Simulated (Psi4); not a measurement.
# Two attempts at CuPH4 (SMILES [H][Cu]<-[PH3])

Wanted: energy and gradient of CuPH4, OMP2/6-31G* (density fitting, density fitting for correlation, Cartesian functions).

The results are computed with Psi4 1.11.

1 further run of the same task is left out (set aside as unsound or not needed).

## Step 1: The structure to begin with

CuPH4: 6 atoms, total charge 0, spin state singlet. As SMILES, `[H][Cu]<-[PH3]`. The shape comes from GFN2-xTB, which is rough for such elements, and wasn't checked as a minimum.

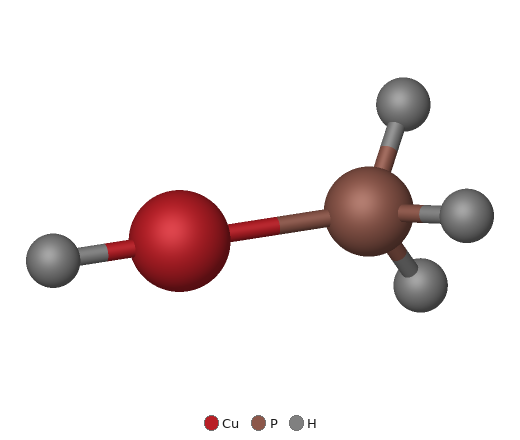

The structure, seen from a chosen angle (copper red, phosphorus brown, hydrogen grey).

## Step 2: The input as first written

input.dat reads:

```
memory 1.6 GB

molecule mol {
  0 2
  Cu     0.002430     0.011570    -1.604250
  P      0.002060     0.001380     0.629190
  H      0.764920    -0.902690     1.347910
  H     -1.158390    -0.223770     1.349940
  H      0.391290     1.101950     1.370540
  H     -0.002310     0.011560    -3.093330
  units angstrom
}

set basis 6-31G*
set scf_type df
set mp2_type df

gradient('omp2')
print_variables()
```

The run is started by

```console
$ psi4 -n 1 input.dat output.dat
```

output.dat:

```text
Psi4 1.11 release

qcelemental.exceptions.ValidationError: Inconsistent or unspecified chg/mult: sys chg: None, frag chg: [0.0], sys mult: None, frag mult: [2]

Printing out the relevant lines from the Psithon --> Python processed input file:
    from psi4.driver.wrapper_database import database, db, DB_RGT, DB_RXN
    from psi4.driver.wrapper_autofrag import auto_fragments
    psi4_io = core.IOManager.shared_object()
    core.set_memory_bytes(1600000000)

--> mol = geometry("""
      0 2
      Cu     0.002430     0.011570    -1.604250
      P      0.002060     0.001380     0.629190
      H      0.764920    -0.902690     1.347910
      H     -1.158390    -0.223770     1.349940

!----------------------------------------------------------------------------------!
!                                                                                  !
!  Inconsistent or unspecified chg/mult: sys chg: None, frag chg: [0.0], sys mult: !
!     None, frag mult: [2]                                                         !
!                                                                                  !
!----------------------------------------------------------------------------------!

    Psi4 run time: 0:00:00.01
```

It took 1.4 s on 1 thread of Intel Xeon Platinum 8175M at 2.50GHz (Skylake/Cascade Lake), shared host; peak memory 0.13 GiB.

## Step 3: What went wrong

The program refused the input.

The telling line is `qcelemental.exceptions.ValidationError: Inconsistent or unspecified chg/mult: sys chg: None, frag chg: [0.0], sys mult: None, frag mult: [2]`. Cause: the spin state typed doesn't suit the molecule. To mend it: multiplicity 1 in place of 2.

## Step 4: The mended input

job.in reads:

```
memory 1.6 GB

molecule molecule1 {
  0 1
  Cu     0.002430     0.011570    -1.604250
  P      0.002060     0.001380     0.629190
  H      0.764920    -0.902690     1.347910
  H     -1.158390    -0.223770     1.349940
  H      0.391290     1.101950     1.370540
  H     -0.002310     0.011560    -3.093330
}

set {
  basis 6-31G*
  scf_type df
  mp2_type df
}

E, wfn = gradient("omp2", return_wfn=True)
print_variables()
```

The run is started by

```console
$ psi4 -n 1 job.in job.out
```

job.out:

```text
[...]
  Running in c1 symmetry.
[...]
  Nuclear repulsion =  148.284566554973424
[...]
  Multiplicity = 1
[...]
  Nalpha       = 24
  Nbeta        = 24
[...]
    Number of basis functions: 66
[...]
   @DF-RHF iter   1: -1979.02576005668061   -5.44933e-01   5.03328e-02 ADIIS/DIIS
[...]
   @DF-RHF iter  17: -1981.62154558822954   -4.54747e-13   9.84975e-11 DIIS
[...]
    Orbital Energies [Eh]
    ---------------------
    Doubly Occupied:
       1A   -328.737374     2A    -79.979623     3A    -40.792395
       4A    -35.595147     5A    -35.591236     6A    -35.591225
       7A     -7.538282     8A     -5.432862     9A     -5.432858
      10A     -5.431624    11A     -4.972108    12A     -3.290925
      13A     -3.280747    14A     -3.280739    15A     -0.923581
      16A     -0.583916    17A     -0.583517    18A     -0.513140
      19A     -0.436103    20A     -0.436054    21A     -0.434856
      22A     -0.434832    23A     -0.391860    24A     -0.298818
[...]
  @DF-RHF Final Energy: -1981.62154558822954
   => Energetics <=
    Nuclear Repulsion Energy =            148.2845665549734235
    One-Electron Energy =               -3059.8445805720375574
    Two-Electron Energy =                 929.9384684288346534
    Total Energy =                      -1981.6215455882293099
[...]
 Multipole Moments:
 ------------------------------------------------------------------------------------
     Multipole            Electronic (a.u.)      Nuclear  (a.u.)        Total (a.u.)
 ------------------------------------------------------------------------------------
 L = 1.  Multiply by 2.5417464519 to convert [e a0] to [Debye]
 Dipole X            :          0.0183198           -0.0134622            0.0048575
 Dipole Y            :          0.0486451           -0.0531562           -0.0045111
 Dipole Z            :         -3.7817564            6.3051960            2.5234396
 Magnitude           :                                                    2.5234483
[...]
	Warning: cc_lambda option is changed to TRUE
	For this residual convergence, default PCG convergence is:     1.00e-07
[...]
	DF-MP2 Total Energy (a.u.)         : -1982.21949336716057
[...]
	DF-MP2 Total Energy (a.u.)         : -1982.25232428822051
[...]
	DF-OMP2 Total Energy (a.u.)        : -1982.25232429703556
[...]
```

It took 15 s on 1 thread of Intel Xeon Platinum 8175M at 2.50GHz (Skylake/Cascade Lake), shared host; peak memory 0.71 GiB.

## Step 5: Results

At OMP2/6-31G* (density fitting, density fitting for correlation, Cartesian functions):

| quantity | value |
| --- | --- |
| total energy | -1982.25232 Eh |
| HOMO energy (Hartree–Fock orbitals) | -8.13 eV |
| LUMO energy (Hartree–Fock orbitals) | 1.98 eV |
| HOMO–LUMO gap (Hartree–Fock orbitals) | 10.11 eV |
| correlation energy | -630.8 mEh |
| largest force on an atom | 2.713 eV/Å |

**Reading.** The largest force is 2.71 eV/Å: the shape isn't a stationary point for this species at this level.
